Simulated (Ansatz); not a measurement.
# SiH3 (doublet): one geometry, many settings at distance Si1–H4 = 4.029 Å

What do other methods and options give for SiH3 (doublet) at this geometry, and how long do they take?

Method: the settings change from run to run; program: Ansatz 0.2.0, Gaussian basis.

17 further runs of the same task are left out: 12 that didn't finish, 5 set aside as unsound or not needed.

### Step 1. What is computed

The geometry derives from a PBE0/def2-TZVP stationary point (not a proven minimum). One bond is set to the value named and the two fragments are kept rigid.

4 atoms, charge 0, spin multiplicity 2.

Atoms are counted from 1 here; the program's logs count them from 0.

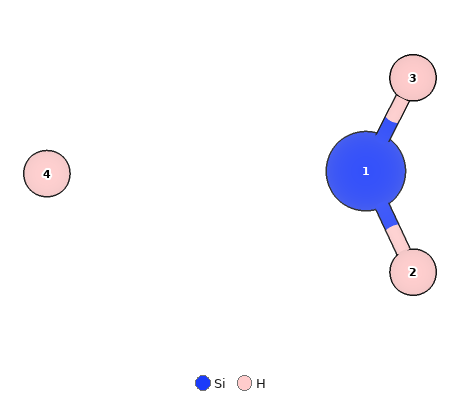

The geometry (silicon blue, hydrogen pink); atoms are numbered from 1 in the order of the file.

### Step 2. CASSCF(7,4)/6-31G

in.yaml reads:

```yaml
crystal:
  periodic: [false, false, false]
  atoms:
    - {symbol: Si, position_ang: [0.038728, 0.068292, -0.068704]}
    - {symbol: H, position_ang: [1.453986, 0.082947, 0.384151]}
    - {symbol: H, position_ang: [-0.682420, 1.288372, 0.378062]}
    - {symbol: H, position_ang: [-1.850697, -3.274219, 1.152171]}
basis:
  gaussian: {orbitals: 6-31G}
magnetization: {spin_polarized: false, initial_magnetization: 1}
correlation: {active_space: {window: {electrons: 7, orbitals: 4}}}
output: {forces: true}
```

Run with:

```console
$ ansatz run in.yaml --threads 1 --pin off --events-out ev --progress --plain --max-ram 2393MiB
```

Standard output:

```text
Functional definition: HF
  name "HF"
  cite "Fock, Z. Phys. 61, 126 (1930) doi:10.1007/BF01340294"
  parent pbe
  exchange = exact_x
  correlation = 0
237 factors; integrals over basis functions are off by at most 1.9e-4 eV
mean field evaluation 1: about -7901.5232 eV, gradient 9.0e0 eV
mean field evaluation 2: about -7901.5234 eV, gradient 9.0e0 eV
mean field evaluation 4: about -7903.7446 eV, gradient 2.1e0 eV
mean field evaluation 8: about -7903.7838 eV, gradient 1.6e-1 eV
mean field evaluation 16: about -7903.7835 eV, gradient 3.7e-1 eV
mean field -7903.78427801 eV, -290.4587148396 hartree, gradient 2.3e-6 eV, S^2 0.750000; 1 other end points of the search recorded, 0 dependent functions left out
reference -7903.78427801 eV, -290.4587148396 hartree; 9, 8 occupied and 10, 11 virtual orbitals, 237 factors
state -7903.78427801 eV, -290.4587148396 hartree
the calculation of the forces begins
Total energy: -7903.78427801 eV, -290.4587148396 hartree
Atom 0 at     0.038728     0.068292    -0.068704 Å, force    -1.007758    -1.792819    -1.334831 eV/Å
Atom 1 at     1.453986     0.082947     0.384151 Å, force     0.614264     0.840093     0.664612 eV/Å
Atom 2 at    -0.682420     1.288372     0.378062 Å, force     0.398615     0.961769     0.663998 eV/Å
Atom 3 at    -1.850697    -3.274219     1.152171 Å, force    -0.005120    -0.009044     0.006221 eV/Å
Dipole moment:     0.127196     0.226288     0.169218 e Å
```

It took 0.21 s on 1 thread of Arm Neoverse V1, shared host.

From the report: 4 determinants; active occupations 2.00, 2.00, 2.00, 1.00. With so small a space the active step adds no correlation: the energy is the mean field's.

### Step 3. MRCISD+Q(9,5)/6-31G

in.yaml: that of step 2 with these lines changed.

```diff
@@ -10,3 +10,2 @@
 magnetization: {spin_polarized: false, initial_magnetization: 1}
-correlation: {active_space: {window: {electrons: 7, orbitals: 4}}}
-output: {forces: true}
+correlation: {method: fic_mrcisd_q, electrons: all, active_space: {window: {electrons: 9, orbitals: 5}}}
```

Launched as before.

Standard output, cut to the lines that bear on the results:

```text
Functional definition: HF
  name "HF"
  cite "Fock, Z. Phys. 61, 126 (1930) doi:10.1007/BF01340294"
  parent pbe
[...]
237 factors; integrals over basis functions are off by at most 1.9e-4 eV
[...]
mean field -7903.78427801 eV, -290.4587148396 hartree, gradient 2.3e-6 eV, S^2 0.750000; 1 other end points of the search recorded, 0 dependent functions left out
reference -7903.78427801 eV, -290.4587148396 hartree; 9, 8 occupied and 10, 11 virtual orbitals, 237 factors
state -7903.78427801 eV, -290.4587148396 hartree
contracted CI cycle   1: correlation 0.00000000 eV, 0.0000000000 hartree, residual 9.38e0 eV
contracted CI cycle   2: correlation -1.60314816 eV, -0.0589146082 hartree, residual 3.40e0 eV
contracted CI cycle   3: correlation -1.71164787 eV, -0.0629018990 hartree, residual 1.16e0 eV
contracted CI cycle   4: correlation -1.73170742 eV, -0.0636390738 hartree, residual 3.68e-1 eV
contracted CI cycle   5: correlation -1.73615230 eV, -0.0638024201 hartree, residual 2.36e-1 eV
contracted CI cycle   6: correlation -1.73734635 eV, -0.0638463009 hartree, residual 9.59e-2 eV
contracted CI cycle   7: correlation -1.73750173 eV, -0.0638520110 hartree, residual 4.81e-2 eV
contracted CI cycle   8: correlation -1.73752633 eV, -0.0638529148 hartree, residual 1.14e-2 eV
contracted CI cycle   9: correlation -1.73752843 eV, -0.0638529919 hartree, residual 4.07e-3 eV
contracted CI cycle  10: correlation -1.73752867 eV, -0.0638530008 hartree, residual 1.33e-3 eV
state -7903.78427801 eV, -290.4587148396 hartree; corrected -7905.62840953 eV, -290.5264854229 hartree
WARN: 4 active orbitals are nearly empty or full. The corrections depend on them more than the energy does, and are more stable in an active space without them
Total energy: -7905.62840953 eV, -290.5264854229 hartree
```

Run time: 0.78 s. Hardware: 1 thread of Arm Neoverse V1, shared host.

From the report: 4 determinants; active occupations 2.00, 2.00, 2.00, 2.00, 1.00. The report marks this result as in doubt.

### Step 4. HF/def2-SVPD

in.yaml: that of step 3 with these lines changed.

```diff
@@ -8,4 +8,6 @@
 basis:
-  gaussian: {orbitals: 6-31G}
+  gaussian: {orbitals: def2-SVPD}
 magnetization: {spin_polarized: false, initial_magnetization: 1}
-correlation: {method: fic_mrcisd_q, electrons: all, active_space: {window: {electrons: 9, orbitals: 5}}}
+hamiltonian: {xc: hf}
+scf: {lower_state_search: off}
+output: {orbitals: {seedname: orbitals}}
```

The command is unchanged.

Standard output:

```text
Functional definition: HF
  name "HF"
  cite "Fock, Z. Phys. 61, 126 (1930) doi:10.1007/BF01340294"
  parent pbe
  exchange = exact_x
  correlation = 0
these checks for a lower state are left out or cut short: stability, starts, cluster_reference, orbital_swaps, neighbouring_geometries, increment
474 factors; their error is unknown
mean field evaluation 1: about -7898.3076 eV, gradient 1.2e1 eV
mean field evaluation 2: about -7899.9712 eV, gradient 1.2e1 eV
mean field evaluation 4: about -7902.2647 eV, gradient 3.0e0 eV
mean field evaluation 8: about -7902.6562 eV, gradient 1.9e-1 eV
mean field -7902.65627060 eV, -290.4172613318 hartree, gradient 9.9e-7 eV, S^2 0.750000; 0 other end points of the search recorded, 0 dependent functions left out
reference -7902.65627060 eV, -290.4172613318 hartree; 9, 8 occupied and 39, 40 virtual orbitals, 474 factors
Total energy: -7902.65627060 eV, -290.4172613318 hartree
Checks for a lower state left out: stability, starts, cluster_reference, orbital_swaps, neighbouring_geometries, increment
```

It took 0.12 s on 1 thread of Arm Neoverse V1, shared host.

### Step 5. CASCI(1,3)/6-31G

in.yaml: that of step 4 with these lines changed.

```diff
@@ -8,6 +8,6 @@
 basis:
-  gaussian: {orbitals: def2-SVPD}
+  gaussian: {orbitals: 6-31G}
 magnetization: {spin_polarized: false, initial_magnetization: 1}
-hamiltonian: {xc: hf}
+correlation: {active_space: {window: {electrons: 1, orbitals: 3}, fixed_orbitals: true}}
+accuracy: high
 scf: {lower_state_search: off}
-output: {orbitals: {seedname: orbitals}}
```

The command is unchanged.

Standard output:

```text
Functional definition: HF
  name "HF"
  cite "Fock, Z. Phys. 61, 126 (1930) doi:10.1007/BF01340294"
  parent pbe
  exchange = exact_x
  correlation = 0
these checks for a lower state are left out or cut short: stability, starts, cluster_reference, orbital_swaps, neighbouring_geometries, increment
397 factors; integrals over basis functions are off by at most 4.0e-9 eV
mean field evaluation 1: about -7901.5226 eV, gradient 9.0e0 eV
mean field evaluation 2: about -7901.5231 eV, gradient 9.0e0 eV
mean field evaluation 4: about -7903.7447 eV, gradient 2.1e0 eV
mean field evaluation 8: about -7903.7838 eV, gradient 1.6e-1 eV
mean field -7903.78432686 eV, -290.4587166347 hartree, gradient 1.7e-8 eV, S^2 0.750000; 0 other end points of the search recorded, 0 dependent functions left out
reference -7903.78432686 eV, -290.4587166347 hartree; 9, 8 occupied and 10, 11 virtual orbitals, 397 factors
state -7903.78432686 eV, -290.4587166347 hartree
Total energy: -7903.78432686 eV, -290.4587166347 hartree
Checks for a lower state left out: stability, starts, cluster_reference, orbital_swaps, neighbouring_geometries, increment
```

Run time: 0.15 s. Hardware: 1 thread of Arm Neoverse V1, shared host.

From the report: 2 determinants; active occupations 1.00, 0.00, 0.00. With so small a space the active step adds no correlation: the energy is the mean field's.

### Step 6. NEVPT2(1,7)/6-31G

in.yaml: that of step 5 with these lines changed.

```diff
@@ -10,4 +10,3 @@
 magnetization: {spin_polarized: false, initial_magnetization: 1}
-correlation: {active_space: {window: {electrons: 1, orbitals: 3}, fixed_orbitals: true}}
+correlation: {method: sc_nevpt2, electrons: all, active_space: {window: {electrons: 1, orbitals: 7}}}
 accuracy: high
-scf: {lower_state_search: off}
```

Same command.

Standard output:

```text
Functional definition: HF
  name "HF"
  cite "Fock, Z. Phys. 61, 126 (1930) doi:10.1007/BF01340294"
  parent pbe
  exchange = exact_x
  correlation = 0
397 factors; integrals over basis functions are off by at most 4.0e-9 eV
mean field evaluation 1: about -7901.5226 eV, gradient 9.0e0 eV
mean field evaluation 2: about -7901.5231 eV, gradient 9.0e0 eV
mean field evaluation 4: about -7903.7447 eV, gradient 2.1e0 eV
mean field evaluation 8: about -7903.7838 eV, gradient 1.6e-1 eV
mean field evaluation 16: about -7899.7476 eV, gradient 6.6e0 eV
mean field -7903.78432686 eV, -290.4587166347 hartree, gradient 1.7e-8 eV, S^2 0.750000; 1 other end points of the search recorded, 0 dependent functions left out
reference -7903.78432686 eV, -290.4587166347 hartree; 9, 8 occupied and 10, 11 virtual orbitals, 397 factors
state -7903.78432686 eV, -290.4587166347 hartree
state -7903.78432686 eV, -290.4587166347 hartree; corrected -7904.92030286 eV, -290.5004629828 hartree
WARN: 6 active orbitals are nearly empty or full. The corrections depend on them more than the energy does, and are more stable in an active space without them
Total energy: -7904.92030286 eV, -290.5004629828 hartree
```

Wall time 0.33 s (1 thread of Arm Neoverse V1, shared host).

From the report: 5 determinants; active occupations 1.00, 0.00, 0.00, 0.00, 0.00, 0.00, 0.00. The report marks this result as in doubt.

### Step 7. CISDT/6-31G

in.yaml: that of step 6 with these lines changed.

```diff
@@ -10,3 +10,2 @@
 magnetization: {spin_polarized: false, initial_magnetization: 1}
-correlation: {method: sc_nevpt2, electrons: all, active_space: {window: {electrons: 1, orbitals: 7}}}
-accuracy: high
+correlation: {active_space: {ras: {orbitals: [3, 1, 10], electrons: 7, max_holes: 3, max_particles: 3}, fixed_orbitals: true}}
```

Same command.

Standard output:

```text
Functional definition: HF
  name "HF"
  cite "Fock, Z. Phys. 61, 126 (1930) doi:10.1007/BF01340294"
  parent pbe
  exchange = exact_x
  correlation = 0
237 factors; integrals over basis functions are off by at most 1.9e-4 eV
mean field evaluation 1: about -7901.5232 eV, gradient 9.0e0 eV
mean field evaluation 2: about -7901.5234 eV, gradient 9.0e0 eV
mean field evaluation 4: about -7903.7446 eV, gradient 2.1e0 eV
mean field evaluation 8: about -7903.7838 eV, gradient 1.6e-1 eV
mean field evaluation 16: about -7903.7835 eV, gradient 3.7e-1 eV
mean field -7903.78427801 eV, -290.4587148396 hartree, gradient 2.3e-6 eV, S^2 0.750000; 1 other end points of the search recorded, 0 dependent functions left out
reference -7903.78427801 eV, -290.4587148396 hartree; 9, 8 occupied and 10, 11 virtual orbitals, 237 factors
state -7905.45899072 eV, -290.5202593963 hartree
Total energy: -7905.45899072 eV, -290.5202593963 hartree
```

Run time: 0.45 s. Hardware: 1 thread of Arm Neoverse V1, shared host.

From the report: 11,780 determinants.

### Step 8. NEVPT4(SD)(5,6)/6-31G

in.yaml: that of step 7 with these lines changed.

```diff
@@ -8,4 +8,5 @@
 basis:
-  gaussian: {orbitals: 6-31G}
+  gaussian: {orbitals: 6-31G, fitting: {mean_field: def2-universal-jkfit}}
 magnetization: {spin_polarized: false, initial_magnetization: 1}
-correlation: {active_space: {ras: {orbitals: [3, 1, 10], electrons: 7, max_holes: 3, max_particles: 3}, fixed_orbitals: true}}
+correlation: {method: fic_nevpt4_sd, electrons: outside_noble_gas, active_space: {window: {electrons: 5, orbitals: 6}}}
+scf: {lower_state_search: off}
```

Same command.

Standard output, cut to the lines that bear on the results:

```text
Functional definition: HF
  name "HF"
  cite "Fock, Z. Phys. 61, 126 (1930) doi:10.1007/BF01340294"
  parent pbe
[...]
182 factors; integrals over basis functions are off by at most 2.0e-1 eV
[...]
mean field -7903.78445178 eV, -290.4587212255 hartree, gradient 1.7e-6 eV, S^2 0.750000; 0 other end points of the search recorded, 0 dependent functions left out
reference -7903.78445178 eV, -290.4587212255 hartree; 9, 8 occupied and 10, 11 virtual orbitals, 182 factors
state -7904.65097058 eV, -290.4905652041 hartree
state -7904.65097058 eV, -290.4905652041 hartree; corrected -7905.45171633 eV, -290.5199920675 hartree
Total energy: -7905.45171633 eV, -290.5199920675 hartree
Checks for a lower state left out: stability, starts, cluster_reference, orbital_swaps, neighbouring_geometries, increment
```

It took 0.6 s on 1 thread of Arm Neoverse V1, shared host.

From the report: 300 determinants; active occupations 1.98, 1.95, 1.00, 0.04, 0.03, 0.01.

### Step 9. BCCD(T) on UHF/STO-3G

in.yaml reads:

```yaml
crystal:
  periodic: [false, false, false]
  atoms:
    - {symbol: Si, position_ang: [0.038728, 0.068292, -0.068704]}
    - {symbol: H, position_ang: [1.453986, 0.082947, 0.384151]}
    - {symbol: H, position_ang: [-0.682420, 1.288372, 0.378062]}
    - {symbol: H, position_ang: [-1.850697, -3.274219, 1.152171]}
basis:
  gaussian: {orbitals: STO-3G}
magnetization: {spin_polarized: true, initial_magnetization: 1}
correlation: {method: bccd_t, electrons: outside_noble_gas}
accuracy: high
```

Same command.

Standard output, cut to the lines that bear on the results:

```text
Functional definition: HF
  name "HF"
  cite "Fock, Z. Phys. 61, 126 (1930) doi:10.1007/BF01340294"
  parent pbe
[...]
178 factors; integrals over basis functions are off by at most 7.4e-9 eV
[...]
mean field -7812.96524260 eV, -287.1211768474 hartree, gradient 2.5e-8 eV, S^2 1.156663; 11 other end points of the search recorded, 0 dependent functions left out
determinant -7812.96524260 eV, -287.1211768474 hartree, with singles and doubles -7814.25036963 eV, -287.1684043948 hartree
determinant -7812.96282779 eV, -287.1210881050 hartree, with singles and doubles -7814.25019938 eV, -287.1683981381 hartree
determinant -7812.51949522 eV, -287.1047959333 hartree, with singles and doubles -7813.56437597 eV, -287.1431945928 hartree
determinant -7811.38702577 eV, -287.0631784488 hartree, with singles and doubles -7813.16770242 eV, -287.1286171088 hartree
determinant -7811.38671887 eV, -287.0631671703 hartree, with singles and doubles -7813.16757259 eV, -287.1286123376 hartree
determinant -7812.96524260 eV, -287.1211768474 hartree, with singles and doubles -7814.25941604 eV, -287.1687368443 hartree
determinant -7812.96282779 eV, -287.1210881050 hartree, with singles and doubles -7814.25936803 eV, -287.1687350797 hartree
5 core orbitals not correlated: weight in the atoms' cores, before any rotation towards them, 1.000 or more for the frozen orbitals, at most 0.000 for the correlated occupied ones
reference -7812.96524260 eV, -287.1211768474 hartree; 4, 3 occupied and 3, 4 virtual orbitals, 178 factors
second order -0.73209888 eV of doubles, -0.00000000 eV of singles
cycle   1  -1.38263116 eV  change   -8.8e-2 eV  update   3.2e-2
[...]
cycle  35  -1.29518736 eV  change  -3.2e-10 eV  update  1.4e-10
perturbative correction -0.00356947 eV, -0.0001311755 hartree
Total energy: -7814.26399943 eV, -287.1689052805 hartree
```

Run time: 0.7 s. Hardware: 1 thread of Arm Neoverse V1, shared host.

From the report: ⟨S²⟩ of the determinant 1.157 (pure doublet: 0.75); correlation -1.2988 eV; largest double amplitude 0.13.

### Step 10. CISDTQ/STO-3G

in.yaml: that of step 9 with these lines changed.

```diff
@@ -9,4 +9,3 @@
   gaussian: {orbitals: STO-3G}
-magnetization: {spin_polarized: true, initial_magnetization: 1}
-correlation: {method: bccd_t, electrons: outside_noble_gas}
-accuracy: high
+magnetization: {spin_polarized: false, initial_magnetization: 1}
+correlation: {active_space: {ras: {orbitals: [8, 1, 3], electrons: 17, max_holes: 4, max_particles: 4}, fixed_orbitals: true}}
```

Launched as before.

Standard output:

```text
Functional definition: HF
  name "HF"
  cite "Fock, Z. Phys. 61, 126 (1930) doi:10.1007/BF01340294"
  parent pbe
  exchange = exact_x
  correlation = 0
125 factors; integrals over basis functions are off by at most 2.8e-5 eV
mean field evaluation 1: about -7802.4877 eV, gradient 9.6e0 eV
mean field evaluation 2: about -7802.4884 eV, gradient 9.6e0 eV
mean field evaluation 4: about -7812.8114 eV, gradient 1.8e0 eV
mean field evaluation 8: about -7812.8366 eV, gradient 2.3e-1 eV
mean field evaluation 16: about -7807.5570 eV, gradient 5.3e0 eV
mean field -7812.83725251 eV, -287.1164732983 hartree, gradient 1.1e-6 eV, S^2 0.750000; 2 other end points of the search recorded, 0 dependent functions left out
reference -7812.83725251 eV, -287.1164732983 hartree; 9, 8 occupied and 3, 4 virtual orbitals, 125 factors
state -7814.33783565 eV, -287.1716187117 hartree
Total energy: -7814.33783565 eV, -287.1716187117 hartree
```

It took 0.36 s on 1 thread of Arm Neoverse V1, shared host.

From the report: 21,531 determinants.

### Step 11. All runs side by side

Where basis and cores are those of an earlier FCI/6-31G run (-7905.5219 eV), and the state is the same kind, the miss against it is given. † marks a result that the program doubts.

| level | correlated | functions | energy (eV) | from FCI (meV) | time |
| --- | --- | --- | --- | --- | --- |
| CASSCF(7,4)/6-31G |  | 19 | -7903.7843 | 1737.6 | 0.21 s |
| MRCISD+Q(9,5)/6-31G † | all | 19 | -7905.6284 |  | 0.78 s |
| HF/def2-SVPD |  | 48 | -7902.6563 |  | 0.12 s |
| CASCI(1,3)/6-31G |  | 19 | -7903.7843 | 1737.6 | 0.15 s |
| NEVPT2(1,7)/6-31G † | all | 19 | -7904.9203 |  | 0.33 s |
| CISDT/6-31G | outside noble gas | 19 | -7905.4590 | 62.9 | 0.45 s |
| NEVPT4(SD)(5,6)/6-31G | outside noble gas | 19 | -7905.4517 | 70.2 | 0.6 s |
| BCCD(T) on UHF/STO-3G | outside noble gas | 12 | -7814.2640 |  | 0.7 s |
| CISDTQ/STO-3G | all | 12 | -7814.3378 |  | 0.36 s |

### Step 12. Outcome

| quantity | value |
| --- | --- |
| runs | 9 |
| quickest | HF/def2-SVPD, 0.12 s |
| slowest | MRCISD+Q(9,5)/6-31G †, 0.78 s |

**Reading.** Total energies in different bases, with other cores or another treatment of relativity can't be set against each other. MRCISD+Q(9,5)/6-31G † took 7 times as long as HF/def2-SVPD; the jobs differ in more than the method. Among the correlated runs with a miss given, it spans +63 to +70 meV. Hartree-Fock, CASSCF and CASCI lack dynamic correlation by design.
